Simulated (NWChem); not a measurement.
# C3H8O (methoxyethane) at 6 levels

Aim: a comparison of 6 runs (B3LYP/6-31G*, BHLYP/6-31G*, CAM-B3LYP/6-31G*, M06-2X/6-31G*, wB97X/6-31G*, MP3/6-31G*) of C3H8O (methoxyethane). 

Program for the calculation: NWChem 7.3.0.

29 further runs of the same task are left out: 29 set aside as unsound or not needed.

## 1. The system as given

C3H8O has 12 atoms, charge 0, and is taken as a singlet. SMILES: `CCOC`. The C4–H12 distance was set to 2.419 Å, away from the relaxed value. At this shape a bond of the SMILES string is far longer than usual.

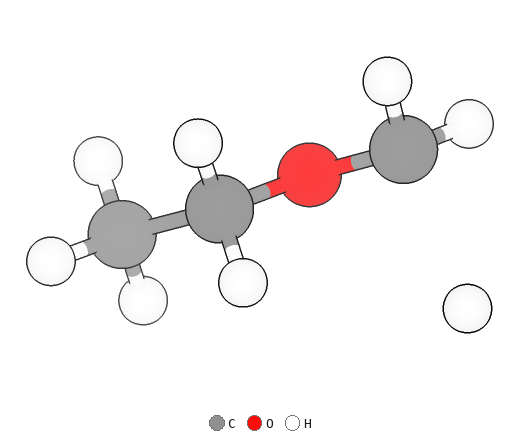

Viewed from a chosen angle; carbon grey, oxygen red, hydrogen white.

## 2. The energy at B3LYP/6-31G(d) (spherical functions) (run 1)

File c3h8o.nw:

```
start c3h8o
memory 2200 mb
charge 0

geometry noautosym nocenter noautoz
C    -1.217952    1.147635    1.836385
C    -0.089752    0.335435    1.254585
O     0.960848    1.200235    0.904985
C     2.051748    0.519335    0.355285
H    -1.579352    1.877735    1.109685
H    -0.884052    1.685935    2.725585
H    -2.049452    0.497535    2.116985
H    -0.429952   -0.219465    0.365585
H     0.266048   -0.411065    1.982685
H     2.816648    1.257835    0.113685
H     2.472548   -0.209365    1.063185
H     1.438600   -0.660100   -1.666100
end

basis spherical bse
C library 6-31G*
O library 6-31G*
H library 6-31G*
end

dft
xc b3lyp
grid xfine
convergence energy 1e-08
iterations 100
mulliken
end

task dft energy
```

Run with:

```console
$ nwchem c3h8o.nw > c3h8o.out
```

Output:

```text
[...]
          Wavefunction type:  closed shell.
          No. of atoms     :    12
          No. of electrons :    34
[...]
          Charge           :     0
          Spin multiplicity:     1
[...]
          AO basis - number of functions:    72
[...]
              XC Information
              --------------
                         B3LYP Method XC Potential
                     Hartree-Fock (Exact) Exchange  0.200
                        Slater Exchange Functional  0.800 local
                    Becke 1988 Exchange Functional  0.720 non-local
              Lee-Yang-Parr Correlation Functional  0.810
                  VWN I RPA Correlation Functional  0.190 local
[...]
 d= 0,ls=0.0,diis     1   -194.1034462845 -3.25D+02  1.70D-02  5.85D-01     4.7
[...]
 d= 0,ls=0.0,diis    12   -194.1821735456 -1.34D-09  2.52D-07  4.28D-10    45.5
         Total DFT energy =     -194.182173545626
      One electron energy =     -521.408089173546
           Coulomb energy =      223.762374734408
    Exchange-Corr. energy =      -27.692054159187
 Nuclear repulsion energy =      131.155595052700
[...]
      Total Density - Mulliken Population Analysis
     ---------------------------------------------
    Atom       Charge   Shell Charges
 -----------   ------   -------------------------------------------------------
    1 C    6     6.46   2.00  0.67  2.15  0.63  0.99  0.03
    2 C    6     6.02   2.00  0.68  2.06  0.50  0.71  0.07
    3 O    8     8.39   2.00  0.92  2.90  0.94  1.61  0.03
    4 C    6     6.05   2.00  0.70  1.88  0.60  0.82  0.05
    5 H    1     0.83   0.53  0.31
    6 H    1     0.84   0.53  0.31
    7 H    1     0.85   0.53  0.32
    8 H    1     0.84   0.53  0.32
    9 H    1     0.87   0.54  0.33
   10 H    1     0.83   0.53  0.30
[...]
```

Wall time 46 s (1 thread of Intel Xeon Platinum 8375C at 2.90GHz (Ice Lake), shared host); peak memory 0.14 GiB.

## 3. A single-point energy at BHLYP/6-31G(d) (spherical functions) (run 2)

File mymol.xyz:

```xyz
12

C     -1.217952     1.147635     1.836385
C     -0.089752     0.335435     1.254585
O      0.960848     1.200235     0.904985
C      2.051748     0.519335     0.355285
H     -1.579352     1.877735     1.109685
H     -0.884052     1.685935     2.725585
H     -2.049452     0.497535     2.116985
H     -0.429952    -0.219465     0.365585
H      0.266048    -0.411065     1.982685
H      2.816648     1.257835     0.113685
H      2.472548    -0.209365     1.063185
H      1.438600    -0.660100    -1.666100
```

File run.py:

```python
from ase.io import read
from ase.calculators.nwchem import NWChem

system = read('mymol.xyz')

calc = NWChem(
    label='mymol',
    theory='dft',
    memory='2200 mb',
    basis='6-31G*',
    basispar='spherical bse',
    dft={'xc': 'bhlyp', 'mult': '1', 'grid': 'xfine', 'convergence': 'energy 1e-08', 'iterations': '100', 'mulliken': None},
    task='energy',
)
system.calc = calc

print("Total energy (eV):", round(system.get_potential_energy(), 6))
print("dipole (e A):", system.get_dipole_moment().round(4))
```

Run with:

```console
$ export ASE_NWCHEM_COMMAND="nwchem PREFIX.nwi > PREFIX.nwo"
$ python run.py
```

Output:

```text
Total energy (eV): -5280.06683
dipole (e A): [-0.0167  0.      0.4714]
```

The calculator wrote mymol.nwi:

```
title "mymol"

permanent_dir mymol

scratch_dir mymol

start mymol

geometry units angstrom nocenter noautosym noautoz
  C  -1.2179519999999999e+00 1.1476350000000000e+00 1.8363849999999999e+00
  C  -8.9751999999999998e-02 3.3543499999999998e-01 1.2545850000000001e+00
  O  9.6084800000000004e-01 1.2002349999999999e+00 9.0498500000000004e-01
  C  2.0517479999999999e+00 5.1933499999999999e-01 3.5528500000000002e-01
  H  -1.5793520000000001e+00 1.8777349999999999e+00 1.1096850000000000e+00
  H  -8.8405199999999995e-01 1.6859350000000000e+00 2.7255850000000001e+00
  H  -2.0494520000000001e+00 4.9753500000000001e-01 2.1169850000000001e+00
  H  -4.2995200000000000e-01 -2.1946499999999999e-01 3.6558499999999999e-01
  H  2.6604800000000001e-01 -4.1106500000000001e-01 1.9826850000000000e+00
  H  2.8166479999999998e+00 1.2578350000000000e+00 1.1368499999999999e-01
  H  2.4725480000000002e+00 -2.0936500000000000e-01 1.0631850000000000e+00
  H  1.4386000000000001e+00 -6.6010000000000002e-01 -1.6660999999999999e+00
end

memory 2200 mb

basis spherical bse noprint
   * library 6-31G*
end

dft
  xc bhlyp
  mult 1
  grid xfine
  convergence energy 1e-08
  iterations 100
  mulliken
end

task dft energy
```

mymol.nwo:

```text
Northwest Computational Chemistry Package (NWChem) 7.3.0
             --------------------------------------------------------

           Job information
           ---------------

    nwchem branch   = 7.3.0
    use scalapack   = T
    input           = mymol.nwi
    prefix          = mymol.
    data base       = mymol/mymol.db
    status          = startup
    nproc           =        1

           Memory information
           ------------------

    heap     =     72089594 doubles =      550.0 Mbytes
    stack    =     72089599 doubles =      550.0 Mbytes
    global   =    144179200 doubles =     1100.0 Mbytes (distinct from heap & stack)
    total    =    288358393 doubles =     2200.0 Mbytes
    verify   = yes
    hardfail = no

[... 107 lines left out ...]
  convergence criterion.
[... 18 lines left out ...]
          Convergence on density requested:  1.00D-05
[... 24 lines left out ...]
          Convergence Information
[... 58 lines left out ...]
   convergence    iter        energy       DeltaE   RMS-Dens  Diis-err    time
[... 15 lines left out ...]
           Coulomb energy =      223.659132018757
[... 7 lines left out ...]
                       DFT Final Molecular Orbital Analysis
[... 530 lines left out ...]
 center of mass
 --------------
 x =   0.82955962 y =   1.48124160 z =   2.00442075

 moments of inertia (a.u.)
 ------------------
         154.234064251319          35.743209895139         146.902802146066
          35.743209895139         440.433993868785         -28.260102970663
         146.902802146066         -28.260102970663         396.887712272145

     Multipole analysis of the density
     ---------------------------------

     L   x y z        total         alpha         beta         nuclear
     -   - - -        -----         -----         ----         -------
     0   0 0 0     -0.000000    -17.000000    -17.000000     34.000000

     1   1 0 0     -0.031572    -13.434810    -13.434810     26.838047
[... 8 lines of this table left out ...]
     2   0 0 2    -20.466563   -113.995583   -113.995583    207.524602

 Task  times  cpu:       39.0s     wall:       39.0s
 Total times  cpu:       39.0s     wall:       39.0s
```

Wall time 40 s (1 thread of Intel Xeon Platinum 8375C at 2.90GHz (Ice Lake), shared host); peak memory 0.14 GiB.

Run 3 isn't shown in full; the table further down has it.

## 4. A single-point energy at M06-2X/6-31G(d) (spherical functions) (run 4)

File calc.xyz:

```xyz
12
C3H8O M06-2X
C     -1.217952     1.147635     1.836385
C     -0.089752     0.335435     1.254585
O      0.960848     1.200235     0.904985
C      2.051748     0.519335     0.355285
H     -1.579352     1.877735     1.109685
H     -0.884052     1.685935     2.725585
H     -2.049452     0.497535     2.116985
H     -0.429952    -0.219465     0.365585
H      0.266048    -0.411065     1.982685
H      2.816648     1.257835     0.113685
H      2.472548    -0.209365     1.063185
H      1.438600    -0.660100    -1.666100
```

File calc.nw:

```
start calc
title "C3H8O M06-2X"
memory total 2200 mb
charge 0

geometry units angstroms noautosym nocenter noautoz
  load calc.xyz
end

basis spherical bse
  * library 6-31G*
end

dft
  xc m06-2x
  grid xfine
  convergence energy 1e-08
  maxiter 100
  mulliken
end

task dft energy
```

Run with:

```console
$ nwchem calc.nw > calc.out
```

Output:

```text
[...]
          Wavefunction type:  closed shell.
          No. of atoms     :    12
          No. of electrons :    34
[...]
          Charge           :     0
          Spin multiplicity:     1
[...]
          AO basis - number of functions:    72
[...]
              XC Information
              --------------
                       M06-2X Method XC Functional
                     Hartree-Fock (Exact) Exchange  0.540
                        M06-2X Exchange Functional  1.000
                      M06-2X Correlation Potential  1.000
[...]
 d= 0,ls=0.0,diis     1   -193.9965563724 -3.25D+02  1.22D-02  4.57D-01     6.3
[...]
 d= 0,ls=0.0,diis    11   -194.0646864663 -1.44D-09  5.61D-07  1.34D-09    60.3
         Total DFT energy =     -194.064686466349
      One electron energy =     -521.271945514169
           Coulomb energy =      223.600987172573
    Exchange-Corr. energy =      -27.549323177452
 Nuclear repulsion energy =      131.155595052700
[...]
      Total Density - Mulliken Population Analysis
     ---------------------------------------------
    Atom       Charge   Shell Charges
 -----------   ------   -------------------------------------------------------
    1 C    6     6.51   2.00  0.66  2.13  0.65  1.05  0.03
    2 C    6     6.04   2.00  0.67  2.03  0.53  0.75  0.06
    3 O    8     8.44   2.00  0.91  2.88  0.95  1.67  0.03
    4 C    6     6.07   2.00  0.69  1.84  0.62  0.87  0.05
    5 H    1     0.82   0.52  0.30
    6 H    1     0.82   0.52  0.30
    7 H    1     0.83   0.52  0.31
    8 H    1     0.83   0.52  0.31
    9 H    1     0.85   0.53  0.32
   10 H    1     0.81   0.53  0.28
[...]
```

Wall time 61 s (1 thread of Intel Xeon Platinum 8375C at 2.90GHz (Ice Lake), shared host); peak memory 0.14 GiB.

Run 5 isn't shown in full; the table further down has it.

## 5. A single-point energy at MP3/6-31G(d) (spherical functions) (run 6)

File run.py:

```python
from ase import Atoms
from ase.calculators.nwchem import NWChem

mol = Atoms(['C', 'C', 'O', 'C', 'H', 'H', 'H', 'H', 'H', 'H', 'H', 'H'], positions=[
    [-1.217952, 1.147635, 1.836385],
    [-0.089752, 0.335435, 1.254585],
    [0.960848, 1.200235, 0.904985],
    [2.051748, 0.519335, 0.355285],
    [-1.579352, 1.877735, 1.109685],
    [-0.884052, 1.685935, 2.725585],
    [-2.049452, 0.497535, 2.116985],
    [-0.429952, -0.219465, 0.365585],
    [0.266048, -0.411065, 1.982685],
    [2.816648, 1.257835, 0.113685],
    [2.472548, -0.209365, 1.063185],
    [1.438600, -0.660100, -1.666100],
])

calc = NWChem(
    label='a',
    theory='tce',
    memory='2200 mb',
    basis='6-31G*',
    basispar='spherical bse',
    scf={'nopen': '0', 'rhf': None, 'thresh': '1e-08', 'maxiter': '80'},
    tce={'scf': None, 'mbpt3': None, 'freeze': 'core 4', 'maxiter': '60'},
    task='energy',
)
mol.calc = calc

print(f"energy = {mol.get_potential_energy():.6f} eV")
```

Run with:

```console
$ export ASE_NWCHEM_COMMAND="nwchem PREFIX.nwi > PREFIX.nwo"
$ python run.py
```

Output:

```text
energy = -5266.464735 eV
```

The calculator wrote a.nwi:

```
title "a"

permanent_dir a

scratch_dir a

start a

geometry units angstrom nocenter noautosym noautoz
  C  -1.2179519999999999e+00 1.1476350000000000e+00 1.8363849999999999e+00
  C  -8.9751999999999998e-02 3.3543499999999998e-01 1.2545850000000001e+00
  O  9.6084800000000004e-01 1.2002349999999999e+00 9.0498500000000004e-01
  C  2.0517479999999999e+00 5.1933499999999999e-01 3.5528500000000002e-01
  H  -1.5793520000000001e+00 1.8777349999999999e+00 1.1096850000000000e+00
  H  -8.8405199999999995e-01 1.6859350000000000e+00 2.7255850000000001e+00
  H  -2.0494520000000001e+00 4.9753500000000001e-01 2.1169850000000001e+00
  H  -4.2995200000000000e-01 -2.1946499999999999e-01 3.6558499999999999e-01
  H  2.6604800000000001e-01 -4.1106500000000001e-01 1.9826850000000000e+00
  H  2.8166479999999998e+00 1.2578350000000000e+00 1.1368499999999999e-01
  H  2.4725480000000002e+00 -2.0936500000000000e-01 1.0631850000000000e+00
  H  1.4386000000000001e+00 -6.6010000000000002e-01 -1.6660999999999999e+00
end

memory 2200 mb

basis spherical bse noprint
   * library 6-31G*
end

scf
  nopen 0
  rhf
  thresh 1e-08
  maxiter 80
end
tce
  scf
  mbpt3
  freeze core 4
  maxiter 60
end

task tce energy
```

a.nwo:

```text
Northwest Computational Chemistry Package (NWChem) 7.3.0
             --------------------------------------------------------

           Job information
           ---------------

    nwchem branch   = 7.3.0
    use scalapack   = T
    input           = a.nwi
    prefix          = a.
    data base       = a/a.db
    status          = startup
    nproc           =        1

           Memory information
           ------------------

    heap     =     72089594 doubles =      550.0 Mbytes
    stack    =     72089599 doubles =      550.0 Mbytes
    global   =    144179200 doubles =     1100.0 Mbytes (distinct from heap & stack)
    total    =    288358393 doubles =     2200.0 Mbytes
    verify   = yes
    hardfail = no

[... 138 lines left out ...]
 Convergence threshold     :          1.000E-08
[... 13 lines left out ...]
       Final RHF  results
[... 3 lines left out ...]
      One-electron energy =   -520.758761976001
[... 1 line left out ...]
 Nuclear repulsion energy =    131.155595052700
[... 35 lines left out ...]
                       ROHF Final Molecular Orbital Analysis
[... 359 lines left out ...]
 MBPT(2) total energy / hartree       =      -193.499424000984760
[... 1 line left out ...]
 MBPT(3) iterations
 --------------------------------------------------------
 Iter          Residuum       Correlation     Cpu    Wall
 --------------------------------------------------------
    1   0.2265900987826   0.0000000000000     0.4     0.4
    2   0.0000000000251  -0.0395868589773     0.4     0.4
 --------------------------------------------------------
 Iterations converged
 MBPT(3) correlation energy / hartree =        -0.039586858977350
 MBPT(3) total energy / hartree       =      -193.539010859962104

 Task  times  cpu:       23.6s     wall:       23.6s
 Total times  cpu:       23.6s     wall:       23.6s
```

Run time: 25 s. Hardware: 1 thread of Intel Xeon Platinum 8375C at 2.90GHz (Ice Lake), shared host; peak memory 0.77 GiB.

## 6. The series

```
run                                   level  integration grid  iteration cap  energy (Eh)  dipole moment (D)  HOMO energy (eV)  LUMO energy (eV)  wall time
  1      B3LYP/6-31G* (spherical functions)             xfine            100  -194.182174               2.28             -6.10             -2.48       46 s
  2      BHLYP/6-31G* (spherical functions)             xfine            100  -194.038879               2.27             -7.16             -1.40       40 s
  3  CAM-B3LYP/6-31G* (spherical functions)             xfine            100  -194.065592               2.25             -7.46             -1.19       72 s
  4     M06-2X/6-31G* (spherical functions)             xfine            100  -194.064686               2.08             -7.21             -1.46       61 s
  5      wB97X/6-31G* (spherical functions)             xfine            100  -194.109642               2.30             -8.40             -0.24       83 s
  6        MP3/6-31G* (spherical functions)                 –             80  -193.539011                  –             -8.37              1.08       25 s
```

## 7. Summary of results

| quantity | value |
| --- | --- |
| run 6: total energy | -193.53901 Eh |
| run 6: HOMO energy (Hartree–Fock orbitals) | -8.37 eV |
| run 6: LUMO energy (Hartree–Fock orbitals) | 1.08 eV |
| run 6: HOMO–LUMO gap (Hartree–Fock orbitals) | 9.46 eV |
| run 6: correlation energy (4 core orbitals frozen) | -635.8 mEh |

What this shows: Over runs 1, 2, 3, 4, 5 the dipole moment (its size) runs from 2.08 D (M06-2X/6-31G*) to 2.30 D (wB97X/6-31G*). Over runs 1, 2, 3, 4, 5 the HOMO–LUMO gap runs from 3.62 eV (B3LYP/6-31G*) to 8.16 eV (wB97X/6-31G*). Totals of different functionals can't be ranked against each other. In runs 1, 2, 3, 4, 5, 6 a closed-shell determinant meets a far-stretched bond, which it describes badly. All runs together took 5.5 min, the longest 83 s.
